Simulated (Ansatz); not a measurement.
Pressure series in hypothetical rutile SnSe2

The parent structure is SnSe2 in the rutile structure (space group P4_2/mnm, No. 136; a hypothetical phase, not in the database extracts checked).

```
CELL_PARAMETERS angstrom
      6.41505     0.00000     0.00000
      0.00000     6.41505     0.00000
      0.00000     0.00000     3.99454
ATOMIC_POSITIONS crystal
  Sn 0.00000 0.00000 0.00000
  Sn 0.50000 0.50000 0.50000
  Se 0.30527 0.30527 0.00000
  Se 0.80527 0.19473 0.50000
  Se 0.19473 0.80527 0.50000
  Se 0.69473 0.69473 0.00000
```

Cell and atoms are relaxed at each pressure.

Method: Ansatz (an electronic-structure program) PBEsol, no spin-orbit coupling.

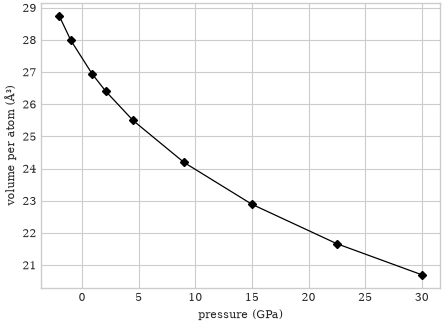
*Volume against pressure*

Problem. Estimate the zero-pressure bulk modulus from the plot.

Solution. About 52 GPa; a third-order Birch–Murnaghan fit to the points gives V₀ = 27.43 Å³/atom, B₀ = 52 GPa and B₀′ = 5.1.

Load acts through the strain it causes; cell and atoms are relaxed under it. No phonon test of stability was made. No other phases were tried under pressure. The final runs are not spin-polarised.
